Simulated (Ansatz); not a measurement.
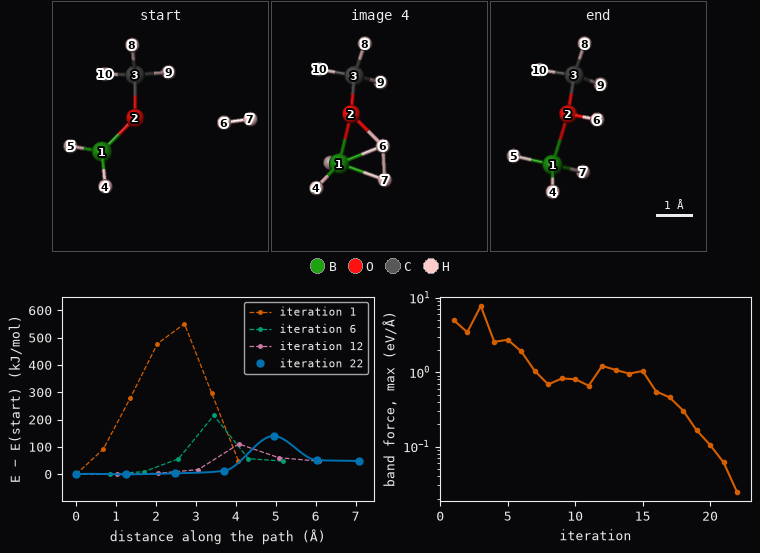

A search for the minimum-energy path of CH₇BO, made up of CH5BO and H$_{2}$ by the nudged elastic band. Images are numbered from 0 (start) to 6 (end). The plot follows the band through its iterations. A ball-and-stick model, seen from a free direction.

Computed with Ansatz 0.2.0, RKS PBE0-D4/def2-SVP. Settings: 5 movable images; climbing image.

Judge this run.

Answer. The run is converged, with reservations. The band converged in 22 iterations. The largest component of the band force went from 5 to 0.024 eV/Å. The climbing image converged on the top of the path. Its curvatures weren't checked. The largest force component is 0.39 eV/Å at the start and 0.38 eV/Å at the end; an end with forces this large is no minimum, and the barrier measured from it can be far off. The first iteration put the highest image at 551.2 kJ/mol. The energy climbs by 139.9 kJ/mol to image 4 and then falls by 92.0 kJ/mol, so the end point sits at +47.9 kJ/mol. Image 1 lies below both ends, at −0.6 kJ/mol, so an end isn't at the bottom of its valley.

Limits of the set-up: the start holds two separate molecules, 2.6 Å apart at their closest, whose relative position is a soft coordinate.

Cost: 85 s on 2 threads of AMD EPYC 9R45 96-Core, on a shared host.
